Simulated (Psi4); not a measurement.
Exact exchange and the electronic atomisation energy of N2H3 (hydrazinyl radical)

N2H3 has 5 atoms, charge 0, and is taken as a doublet. SMILES: `[NH]N`. Geometry: relaxed at PBE0-D4/def2-TZVP. This is one conformer, not always the lowest.

The electronic atomisation energy y, in eV, basis def2-TZVP; a is the functional's share of exact exchange. Programs: Psi4 1.11.

| functional | program | a | y (eV) |
| --- | --- | --- | --- |
| UTPSS | Psi4 | 0 | 15.45 |
| UPBE | Psi4 | 0 | 15.90 |
| UB3LYP | Psi4 | 0.2 | ? |
| UPBE0 | Psi4 | 0.25 | 15.22 |
| UBHLYP | Psi4 | 0.5 | 14.51 |

Question: Fit y = c + s·a to the known rows and predict UB3LYP.

Answer: 
1. Means of the 4 rows: a = 0.1875, y = 15.270.
2. Σ(Δa)² = 0.17188, Σ(Δa·Δy) = -0.3925, so the slope is -0.3925/0.17188 = -2.2836.
3. Intercept: 15.270 − (-2.2836) × 0.1875 = 15.698. The largest residual of the fit is 0.25.
4. UB3LYP: 15.698 + (-2.2836) × 0.2 = 15.24 eV.

The run gave 15.42 eV, so the prediction is off by -0.18 eV, within the scatter of the fit. The rows mix families of semi-local functionals, which the line can't see.

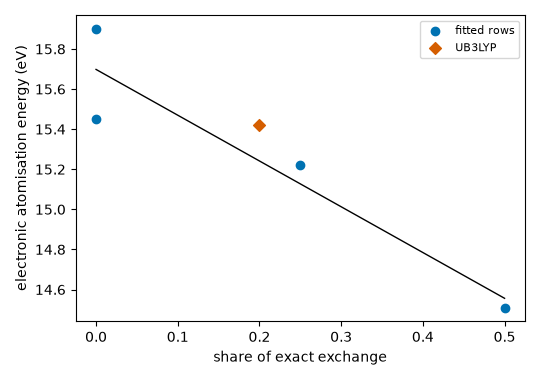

The fitted line, with the withheld row.
